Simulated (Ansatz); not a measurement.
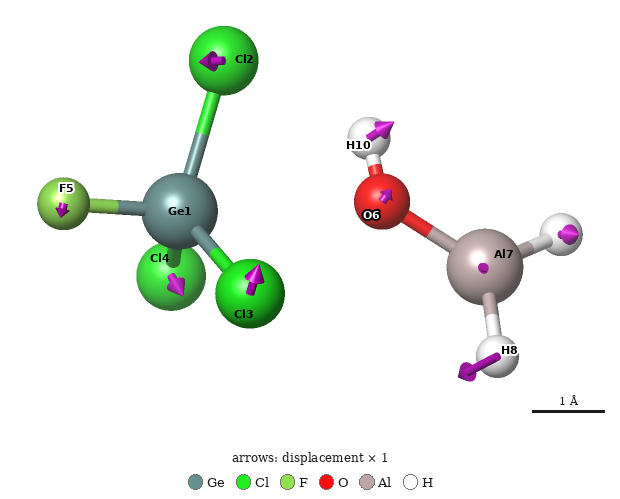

A relaxation of AlGeH₃OCl₃F. The starting structure is drawn; purple arrows show the displacements, at their true length. The two geometries are superimposed by the best rigid fit.

The picture is a ball-and-stick view, seen from a free direction.

The run prepares an end point of a later path (reaction) calculation, from a guessed geometry.

Computed with Ansatz, RHF/def2-SVP. (no spin polarisation; force threshold 0.03 eV/Å; at most 50 steps)

Which element moves most?

Hydrogen: up to 0.94 Å, against 0.48 Å for chlorine.

What did the optimiser do to the structure, and how much energy did it gain?

The atom that moves furthest after the best rigid fit is an H atom (0.94 Å). Largest moves by element: H 0.94 Å, Cl 0.48 Å, O 0.23 Å, F 0.21 Å, Al 0.13 Å, Ge 0.06 Å. Among the contacts that change: Cl–Ge 2.187 → 2.120 Å, H–O 0.968 → 0.943 Å, Al–H 1.574 → 1.568 Å, Cl–Ge 2.108 → 2.114 Å. Over 21 geometry steps the energy falls by 10.7 kJ/mol. Largest force component: 1.2 eV/Å at the start, 0.014 eV/Å at the end. The forces were under the threshold at step 15, but the run went on from there. The run took 49 s on 4 threads of Arm Neoverse V2 (shared host), peak memory 0.44 GiB.

Limits of the set-up: the start holds two separate molecules, 2.6 Å apart at their closest, whose relative position is a soft coordinate and is computed without a dispersion correction; Hartree-Fock leaves out electron correlation.
